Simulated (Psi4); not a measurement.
# BSiN2H5 (SMILES N[SiH]1BN1) at M06-L/cc-pVDZ

Aim: the vertical ionisation energy of BSiN2H5 at M06-L/cc-pVDZ, from 2 runs. Input form: a Python script.

Program for the calculation: Psi4 1.11.

## (1) The system as given

The species is BSiN2H5 (9 atoms), meant as a singlet with charge 0. As SMILES, `N[SiH]1BN1`. The coordinates come from a PBE0-D4/def2-TZVP relaxation. This is one conformer, not always the lowest.

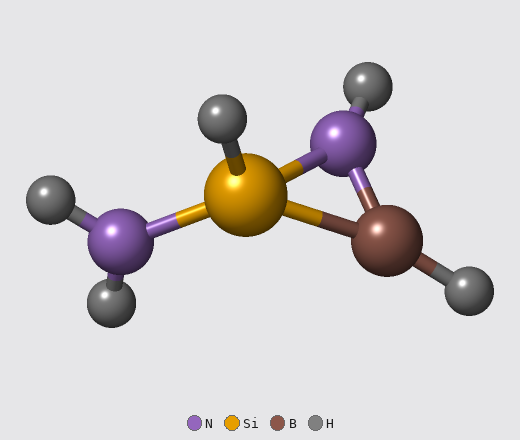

The structure, seen from a chosen angle (nitrogen purple, silicon amber, boron brown, hydrogen grey).

## (2) Energy and forces at M06-L/cc-pVDZ

calc.py

```python
import psi4

psi4.set_memory('2200 MB')
psi4.set_num_threads(1)
psi4.set_output_file('run.log', False)

mol = psi4.geometry("""
0 1
N     -0.637800     1.588100     0.218200
Si     0.258900     0.175500     0.530500
B     -0.233900    -1.625800     0.110200
N      0.650500    -0.971600    -0.738400
H     -0.221300     2.503300     0.212900
H     -1.561800     1.577300    -0.177300
H      1.441200     0.620900     1.305200
H     -0.741300    -2.702400     0.114400
H      1.134000    -1.211600    -1.592900
units angstrom
symmetry c1
no_reorient
no_com
""")

psi4.set_options({
    'reference': 'rks',
    'puream': True,
    'e_convergence': 1e-09,
    'd_convergence': 1e-08,
    'scf_type': 'pk',
    'dft_radial_points': 99,
    'dft_spherical_points': 590,
})

E, wfn = psi4.gradient('m06-l/cc-pVDZ', return_wfn=True)
psi4.oeprop(wfn, 'QUADRUPOLE', 'WIBERG_LOWDIN_INDICES', 'DIPOLE', title='M06-L')
print('gradient / Eh bohr^-1')
print(E.np.round(6))
print(f'energy = {wfn.energy():.10f} Eh')
for k, v in sorted(psi4.core.scalar_variables().items()):
    print(f'{k:45s} {v:18.10f}')
```

Command:

```
$ python calc.py
```

run.log:

```text
[...]
  Running in c1 symmetry.
[...]
  Nuclear repulsion =  149.962674332369971
[...]
  Multiplicity = 1
[...]
  Nalpha       = 19
  Nbeta        = 19
[...]
    Number of basis functions: 85
[...]
   @RKS iter   1:  -426.37806055444622    7.13357e-03   1.19644e-02 DIIS/ADIIS
[...]
   @RKS iter  13:  -426.86437760172868   -1.76215e-12   2.78486e-09 DIIS
[...]
    Orbital Energies [Eh]
    ---------------------
    Doubly Occupied:
       1A    -65.843846     2A    -14.170301     3A    -14.158340
       4A     -6.635097     5A     -5.248725     6A     -3.560142
       7A     -3.557637     8A     -3.555535     9A     -0.833341
      10A     -0.811851    11A     -0.536985    12A     -0.461005
      13A     -0.446525    14A     -0.390247    15A     -0.347374
      16A     -0.303855    17A     -0.269103    18A     -0.242764
      19A     -0.200627
[...]
  @RKS Final Energy:  -426.86437760172868
   => Energetics <=
    Nuclear Repulsion Energy =            149.9626743323699714
    One-Electron Energy =                -884.3445835298502971
    Two-Electron Energy =                 348.3138692155053491
    DFT Exchange-Correlation Energy =     -40.7963376197536718
    Empirical Dispersion Energy =           0.0000000000000000
    VV10 Nonlocal Energy =                  0.0000000000000000
    Total Energy =                       -426.8643776017286768
[...]
  -Total Gradient:
     Atom            X                  Y                   Z
    ------   -----------------  -----------------  -----------------
       1        0.003697462075    -0.004835111986    -0.001582902579
       2       -0.000703689620     0.002763036086    -0.013205646109
       3        0.001116178235    -0.000455472527    -0.001810117689
       4       -0.003314661405     0.005539743632     0.007816555048
       5       -0.001270192593    -0.005544652267     0.001305005710
       6        0.004767471483    -0.001356531767     0.002722561433
       7       -0.001908383464    -0.000757276740    -0.001063388296
       8        0.000979696336     0.001658044932    -0.000386757027
       9       -0.003010437057     0.002313666680     0.005992982031
[...]
 Multipole Moments:
 ------------------------------------------------------------------------------------
     Multipole            Electronic (a.u.)      Nuclear  (a.u.)        Total (a.u.)
 ------------------------------------------------------------------------------------
 L = 1.  Multiply by 2.5417464519 to convert [e a0] to [Debye]
 Dipole X            :         -4.8345619            4.9034614            0.0688995
 Dipole Y            :          1.7024280           -1.0752542            0.6271739
 Dipole Z            :         -8.5401164            7.9347710           -0.6053454
 Magnitude           :                                                    0.8743782
 L = 2.  Multiply by 1.3450342976 to convert [e a0^2] to [Debye ang]
 Quadrupole XX       :        -70.3373737           47.9317630          -22.4056107
 Quadrupole XY       :         35.7628399          -37.3895955           -1.6267555
[...]
```

Standard output:

```text
gradient / Eh bohr^-1
[[ 0.003697 -0.004835 -0.001583]
 [-0.000704  0.002763 -0.013206]
 [ 0.001116 -0.000455 -0.00181 ]
 [-0.003315  0.00554   0.007817]
 [-0.00127  -0.005545  0.001305]
 [ 0.004767 -0.001357  0.002723]
 [-0.001908 -0.000757 -0.001063]
 [ 0.00098   0.001658 -0.000387]
 [-0.00301   0.002314  0.005993]]
energy = -426.8643776017 Eh
CURRENT ENERGY                                   -426.8643776017
CURRENT REFERENCE ENERGY                         -426.8643776017
DD SOLVATION ENERGY                                 0.0000000000
DFT FUNCTIONAL TOTAL ENERGY                      -426.8643776017
DFT TOTAL ENERGY                                 -426.8643776017
DFT VV10 ENERGY                                     0.0000000000
DFT XC ENERGY                                     -40.7963376198
GRID ELECTRONS ALPHA                               19.0000001371
GRID ELECTRONS BETA                                19.0000001371
GRID ELECTRONS TOTAL                               38.0000002742
NUCLEAR REPULSION ENERGY                          149.9626743324
ONE-ELECTRON ENERGY                              -884.3445835299
PCM POLARIZATION ENERGY                             0.0000000000
PE ENERGY                                           0.0000000000
SCF ITERATION ENERGY                             -426.8643776017
SCF ITERATIONS                                     13.0000000000
SCF TOTAL ENERGY                                 -426.8643776017
TWO-ELECTRON ENERGY                               348.3138692155
XC GRID RADIAL POINTS                              99.0000000000
XC GRID SPHERICAL POINTS                          590.0000000000
XC GRID TOTAL POINTS                           498665.0000000000
```

Run time: 82 s. Hardware: 1 thread of Intel Xeon Platinum 8259CL at 2.50GHz (Skylake/Cascade Lake), shared host; peak memory 1.3 GiB.

## (3) The doublet cation

bh5n2si.py

```python
import psi4

psi4.set_memory('2200 MB')
psi4.set_num_threads(1)
psi4.core.set_output_file('output.dat', False)

molecule = psi4.geometry("""
1 2
N     -0.637800     1.588100     0.218200
Si     0.258900     0.175500     0.530500
B     -0.233900    -1.625800     0.110200
N      0.650500    -0.971600    -0.738400
H     -0.221300     2.503300     0.212900
H     -1.561800     1.577300    -0.177300
H      1.441200     0.620900     1.305200
H     -0.741300    -2.702400     0.114400
H      1.134000    -1.211600    -1.592900
symmetry c1
no_reorient
no_com
""")

psi4.set_options({
    'basis': 'cc-pVDZ',
    'reference': 'uks',
    'puream': True,
    'e_convergence': 1e-09,
    'd_convergence': 1e-08,
    'scf_type': 'pk',
    'dft_radial_points': 99,
    'dft_spherical_points': 590,
    'maxiter': 100,
})

e, wfn = psi4.gradient("M06-L", molecule=molecule, return_wfn=True)
psi4.oeprop(wfn, "LOWDIN_CHARGES", "DIPOLE", "MAYER_INDICES", title="M06-L")
print('gradient / Eh bohr^-1')
print(e.np.round(6))
print(f'energy = {wfn.energy():.10f} Eh')
for k, v in sorted(psi4.core.scalar_variables().items()):
    print(f'{k:45s} {v:18.10f}')
```

Command:

```
$ python bh5n2si.py
```

output.dat (excerpt; [...] marks lines left out):

```text
[...]
  Running in c1 symmetry.
[...]
  Nuclear repulsion =  149.962674332369971
[...]
  Multiplicity = 2
[...]
  Nalpha       = 19
  Nbeta        = 18
[...]
    Number of basis functions: 85
[...]
   @UKS iter   1:  -426.18296080735473    2.02233e-01   1.07135e-02 DIIS/ADIIS
[...]
   @UKS iter  17:  -426.55114808984172   -1.02318e-12   2.80981e-09 DIIS
[...]
   @S^2 Observed:                7.554244152E-01
[...]
  @UKS Final Energy:  -426.55114808984172
   => Energetics <=
    Nuclear Repulsion Energy =            149.9626743323699714
    One-Electron Energy =                -874.9846176970127090
    Two-Electron Energy =                 338.9357986788879771
    DFT Exchange-Correlation Energy =     -40.4650034040869286
    Empirical Dispersion Energy =           0.0000000000000000
    VV10 Nonlocal Energy =                  0.0000000000000000
    Total Energy =                       -426.5511480898417176
  UHF NO Occupations:
  HONO-2 :   17  A 1.9997584
  HONO-1 :   18  A 1.9980029
[...]
  -Total Gradient:
     Atom            X                  Y                   Z
    ------   -----------------  -----------------  -----------------
       1        0.004942188009     0.012829770194     0.010143843527
       2       -0.037732428786    -0.042639352547    -0.015864833461
       3       -0.015862199307     0.027862210749     0.046160463874
       4        0.036605063661     0.024087918094    -0.035533842423
       5       -0.001947766968    -0.013856208588    -0.010993833271
       6        0.010944647638    -0.003231617585     0.008797913801
       7        0.004090781876     0.004603640172    -0.001325770983
       8        0.004383970915    -0.004021270986    -0.012419688102
       9       -0.005149744440    -0.006165109423     0.010876778855
[...]
 Multipole Moments:
 ------------------------------------------------------------------------------------
[...]
```

On the terminal:

```text
gradient / Eh bohr^-1
[[ 0.004942  0.01283   0.010144]
 [-0.037732 -0.042639 -0.015865]
 [-0.015862  0.027862  0.04616 ]
 [ 0.036605  0.024088 -0.035534]
 [-0.001948 -0.013856 -0.010994]
 [ 0.010945 -0.003232  0.008798]
 [ 0.004091  0.004604 -0.001326]
 [ 0.004384 -0.004021 -0.01242 ]
 [-0.00515  -0.006165  0.010877]]
energy = -426.5511480898 Eh
CURRENT ENERGY                                   -426.5511480898
CURRENT REFERENCE ENERGY                         -426.5511480898
DD SOLVATION ENERGY                                 0.0000000000
DFT FUNCTIONAL TOTAL ENERGY                      -426.5511480898
DFT TOTAL ENERGY                                 -426.5511480898
DFT VV10 ENERGY                                     0.0000000000
DFT XC ENERGY                                     -40.4650034041
GRID ELECTRONS ALPHA                               19.0000001187
GRID ELECTRONS BETA                                18.0000001027
GRID ELECTRONS TOTAL                               37.0000002214
NUCLEAR REPULSION ENERGY                          149.9626743324
ONE-ELECTRON ENERGY                              -874.9846176970
PCM POLARIZATION ENERGY                             0.0000000000
PE ENERGY                                           0.0000000000
SCF ITERATION ENERGY                             -426.5511480898
SCF ITERATIONS                                     17.0000000000
SCF TOTAL ENERGY                                 -426.5511480898
TWO-ELECTRON ENERGY                               338.9357986789
XC GRID RADIAL POINTS                              99.0000000000
XC GRID SPHERICAL POINTS                          590.0000000000
XC GRID TOTAL POINTS                           498665.0000000000
```

Run time: 2.2 min. Hardware: 1 thread of Intel Xeon Platinum 8259CL at 2.50GHz (Skylake/Cascade Lake), shared host; peak memory 1.3 GiB.

## (4) Summary of results

Level: M06-L/cc-pVDZ.

```
                                          quantity          value
                     singlet BSiN2H5: total energy  -426.86438 Eh
                    singlet BSiN2H5: dipole moment         2.22 D
                      singlet BSiN2H5: HOMO energy       -5.46 eV
                      singlet BSiN2H5: LUMO energy       -0.37 eV
                    singlet BSiN2H5: HOMO–LUMO gap        5.08 eV
         singlet BSiN2H5: largest force on an atom     0.695 eV/Å
                      doublet cation: total energy  -426.55115 Eh
doublet cation: HOMO energy (highest over α and β)      -12.78 eV
 doublet cation: LUMO energy (lowest over α and β)      -11.59 eV
                              doublet cation: ⟨S²⟩          0.755
          doublet cation: largest force on an atom     3.039 eV/Å
vertical ionisation energy (to the doublet cation)       8.523 eV
```

What this shows: Removing an electron at fixed nuclei costs 8.52 eV (822 kJ/mol). The largest force (singlet BSiN2H5) is 0.69 eV/Å: the shape isn't a stationary point for this species at this level. −ε(HOMO) before ionisation, 5.46 eV, is 3.06 eV below this ionisation energy.
